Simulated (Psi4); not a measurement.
# [B2H5]− (SMILES B[BH3-]) at wB97X/def2-SVPD

Aim: the energy change on altering one bond length of [B2H5]− at wB97X/def2-SVPD, from 2 runs. 

Program for the calculation: Psi4 1.11.

### 1 The structure to begin with

The species is [B2H5]− (7 atoms), meant as a singlet with charge -1. As SMILES, `B[BH3-]`. The coordinates come from a GFN2-xTB relaxation.

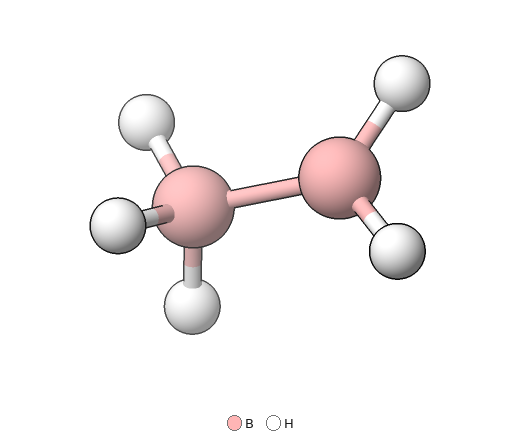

The structure, seen from a chosen angle (boron pink, hydrogen white).

### 2 Energy and forces at wB97X/def2-SVPD

Contents of input.json:

```json
{
  "schema_name": "qcschema_input",
  "schema_version": 1,
  "molecule": {
    "schema_name": "qcschema_molecule",
    "schema_version": 2,
    "symbols": ["B", "B", "H", "H", "H", "H", "H"],
    "geometry": [0.39686138, -1.53748117, 0.89639159, -0.22659706, 1.15938477, -0.66023251, 2.38511783, -2.13221578, 1.83112572, -1.14577874, -3.17139507, 1.24245713, -1.00444613, 0.70216554, -2.82525394, -1.96947257, 2.32455211, 0.39204258, 1.56433418, 2.65498962, -0.87653057],
    "molecular_charge": -1,
    "molecular_multiplicity": 1,
    "fix_symmetry": "c1",
    "fix_com": true,
    "fix_orientation": true
  },
  "driver": "gradient",
  "model": {
    "method": "wb97x",
    "basis": "def2-SVPD"
  },
  "keywords": {
    "puream": true,
    "e_convergence": 1e-09,
    "d_convergence": 1e-08,
    "scf_type": "pk",
    "dft_radial_points": 99,
    "dft_spherical_points": 590
  }
}
```

Launch:

```
$ psi4 --qcschema input.json -n 1 --memory 1600MB
```

stdout:

```text
[...]
                   'protocols': {'error_correction': {'default_policy': True, 'policies': None},
                                 'native_files': 'none',
[...]
  Running in c1 symmetry.
[...]
  Nuclear repulsion =   26.045679671815392
[...]
  Multiplicity = 1
[...]
  Nalpha       = 8
  Nbeta        = 8
[...]
    Number of basis functions: 80
[...]
   @RKS iter   1:   -52.47776604883123   -7.78382e-01   5.32544e-03 DIIS/ADIIS
[...]
   @RKS iter  10:   -52.62293618975320   -3.15623e-11   9.76652e-09 DIIS
[...]
    Orbital Energies [Eh]
    ---------------------
    Doubly Occupied:
       1A     -6.636117     2A     -6.544461     3A     -0.435273
       4A     -0.353374     5A     -0.248737     6A     -0.180776
       7A     -0.158720     8A     -0.147692
[...]
  @RKS Final Energy:   -52.62293618975320
   => Energetics <=
    Nuclear Repulsion Energy =             26.0456796718153925
    One-Electron Energy =                -123.6894096755271732
    Two-Electron Energy =                  51.5616681998578699
    DFT Exchange-Correlation Energy =      -6.5408743858992944
    Empirical Dispersion Energy =           0.0000000000000000
    VV10 Nonlocal Energy =                  0.0000000000000000
    Total Energy =                        -52.6229361897532044
[...]
 Multipole Moments:
 ------------------------------------------------------------------------------------
     Multipole            Electronic (a.u.)      Nuclear  (a.u.)        Total (a.u.)
 ------------------------------------------------------------------------------------
 L = 1.  Multiply by 2.5417464519 to convert [e a0] to [Debye]
 Dipole X            :         -0.5730150            0.6810762            0.1080612
 Dipole Y            :          0.8078172           -1.5123856           -0.7045684
 Dipole Z            :         -0.5527387            0.9446363            0.3918976
 Magnitude           :                                                    0.8134356
[...]
  -Total Gradient:
     Atom            X                  Y                   Z
    ------   -----------------  -----------------  -----------------
       1        0.001977151900    -0.008081361092     0.004232477469
       2       -0.003435746728    -0.007764037511     0.003311174096
       3       -0.012050466639     0.002777201463    -0.005120030202
       4        0.010498199063     0.009358155876    -0.001305887208
       5        0.002791664477     0.003796794706     0.002582328005
       6        0.004365193278     0.001133340551    -0.003009108382
       7       -0.004137979688    -0.001226540880    -0.000685321822
[...]
```

The result, in JSON:

```text
{
 "driver": "gradient",
 "model": {
  "method": "wb97x",
  "basis": "def2-SVPD"
 },
 "success": true,
 "return_result": [0.0019771518996269315, -0.008081361091521142, 0.004232477468679611, -0.0034357467280164977, -0.007764037510539903, 0.0033111740964299786, -0.012050466638504481, 0.0027772014630295244, -0.0051200302015885005, 0.01049819906329566, 0.009358155875933152, -0.001305887208210654, 0.002791664476503794, 0.0037967947055930103, 0.002582328004632664, 0.004365193277948237, 0.0011333405507612318, -0.0030091083824995285, -0.004137979687957899, -0.0012265408803337763, -0.0006853218218084035],
 "properties": {
  "calcinfo_nbasis": 80,
  "calcinfo_nmo": 80,
  "calcinfo_nalpha": 8,
  "calcinfo_nbeta": 8,
  "calcinfo_natom": 7,
  "nuclear_repulsion_energy": 26.045679671815392,
  "return_energy": -52.622936189753204,
  "return_gradient": [0.0019771518996269315, -0.008081361091521142, 0.004232477468679611, -0.0034357467280164977, -0.007764037510539903, 0.0033111740964299786, -0.012050466638504481, 0.0027772014630295244, -0.0051200302015885005, 0.01049819906329566, 0.009358155875933152, -0.001305887208210654, 0.002791664476503794, 0.0037967947055930103, 0.002582328004632664, 0.004365193277948237, 0.0011333405507612318, -0.0030091083824995285, -0.004137979687957899, -0.0012265408803337763, -0.0006853218218084035],
  "scf_one_electron_energy": -123.68940967552717,
  "scf_two_electron_energy": 51.56166819985787,
  "scf_xc_energy": -6.540874385899294,
  "scf_dipole_moment": [0.10806120695985377, -0.7045683752547921, 0.39189759502989896],
  "scf_total_energy": -52.622936189753204,
  "scf_total_gradient": [0.0019771518996269315, -0.008081361091521142, 0.004232477468679611, -0.0034357467280164977, -0.007764037510539903, 0.0033111740964299786, -0.012050466638504481, 0.0027772014630295244, -0.0051200302015885005, 0.01049819906329566, 0.009358155875933152, -0.001305887208210654, 0.002791664476503794, 0.0037967947055930103, 0.002582328004632664, 0.004365193277948237, 0.0011333405507612318, -0.0030091083824995285, -0.004137979687957899, -0.0012265408803337763, -0.0006853218218084035],
  "scf_iterations": 10
 }
}
```

Wall time 27 s (1 thread of Intel Xeon Platinum 8375C at 2.90GHz (Ice Lake), shared host); peak memory 0.8 GiB.

### 3 The distorted shape at the same level

Contents of job.dat:

```
memory 1600 mb

molecule geom {
  -1 1
  B     -0.263826    -1.209300     0.531577
  B     -0.593746     0.217820    -0.292153
  H      0.788314    -1.524020     1.026217
  H     -1.080156    -2.073930     0.714707
  H     -1.005366    -0.024130    -1.437833
  H     -1.516036     0.834400     0.264687
  H      0.827810     1.404960    -0.463840
  symmetry c1
}

set {
  basis                def2-SVPD
  puream               true
  e_convergence        1e-09
  d_convergence        1e-08
  scf_type             pk
  dft_radial_points    99
  dft_spherical_points 590
}

e_tot, wfn = gradient("wb97x", return_wfn=True)
oeprop(wfn, "QUADRUPOLE", "DIPOLE", "WIBERG_LOWDIN_INDICES")
```

Launch:

```
$ psi4 job.dat job.out -n 1
```

job.out:

```text
[...]
  Running in c1 symmetry.
[...]
  Nuclear repulsion =   25.002214102044626
[...]
  Multiplicity = 1
[...]
  Nalpha       = 8
  Nbeta        = 8
[...]
    Number of basis functions: 80
[...]
   @RKS iter   1:   -52.42954223028261   -8.84876e-01   5.06234e-03 DIIS/ADIIS
[...]
   @RKS iter  11:   -52.57484971888164   -1.93978e-12   2.76946e-09 DIIS
[...]
    Orbital Energies [Eh]
    ---------------------
    Doubly Occupied:
       1A     -6.655687     2A     -6.611926     3A     -0.450571
       4A     -0.360977     5A     -0.259122     6A     -0.206660
       7A     -0.173470     8A     -0.124318
[...]
  @RKS Final Energy:   -52.57484971888164
   => Energetics <=
    Nuclear Repulsion Energy =             25.0022141020446256
    One-Electron Energy =                -121.2749178497861067
    Two-Electron Energy =                  50.1623127103092159
    DFT Exchange-Correlation Energy =      -6.4644586814493854
    Empirical Dispersion Energy =           0.0000000000000000
    VV10 Nonlocal Energy =                  0.0000000000000000
    Total Energy =                        -52.5748497188816444
[...]
  -Total Gradient:
     Atom            X                  Y                   Z
    ------   -----------------  -----------------  -----------------
       1       -0.007607031687    -0.010708535981     0.002646972452
       2       -0.023972582695    -0.026060185562     0.006334733014
       3       -0.009605484474     0.002196986118    -0.004044865498
       4        0.011434040751     0.006086548792     0.000615410075
       5       -0.004550385370    -0.001753834593     0.000339895084
       6       -0.004168313079    -0.002274088966    -0.001025377556
       7        0.038460808444     0.032506917472    -0.004866305581
[...]
 Multipole Moments:
 ------------------------------------------------------------------------------------
     Multipole            Electronic (a.u.)      Nuclear  (a.u.)        Total (a.u.)
 ------------------------------------------------------------------------------------
 L = 1.  Multiply by 2.5417464519 to convert [e a0] to [Debye]
 Dipole X            :         -0.6573966            0.1321731           -0.5252235
 Dipole Y            :         -2.4401643            0.9139606           -1.5262037
 Dipole Z            :          1.0265338           -0.4124756            0.6140582
 Magnitude           :                                                    1.7269119
 L = 2.  Multiply by 1.3450342976 to convert [e a0^2] to [Debye ang]
 Quadrupole XX       :        -38.1628405           18.8194233          -19.3434171
 Quadrupole XY       :          0.2747410           -2.6413435           -2.3666025
[...]
```

Run time: 26 s. Hardware: 1 thread of Intel Xeon Platinum 8375C at 2.90GHz (Ice Lake), shared host; peak memory 0.78 GiB.

### 4 What came out

Level: wB97X/def2-SVPD.

```
                                                              quantity         value
                                             first shape: total energy  -52.62294 Eh
                                              first shape: HOMO energy      -4.02 eV
                                              first shape: LUMO energy       6.08 eV
    first shape: HOMO–LUMO gap (to an unbound level, set by the basis)      10.09 eV
                                 first shape: largest force on an atom    0.726 eV/Å
                                         distorted shape: total energy  -52.57485 Eh
                                          distorted shape: HOMO energy      -3.38 eV
                                          distorted shape: LUMO energy       5.76 eV
distorted shape: HOMO–LUMO gap (to an unbound level, set by the basis)       9.14 eV
                             distorted shape: largest force on an atom    2.602 eV/Å
     energy change with the B2–H7 bond stretched from 1.240 to 1.860 Å      1.308 eV
```

With the B2–H7 bond stretched from 1.240 to 1.860 Å the energy rises by 1.31 eV (126 kJ/mol). The first shape isn't relaxed at this level, so the change isn't measured from a minimum. The largest force (first shape) is 0.73 eV/Å: the shape isn't a stationary point for this species at this level.
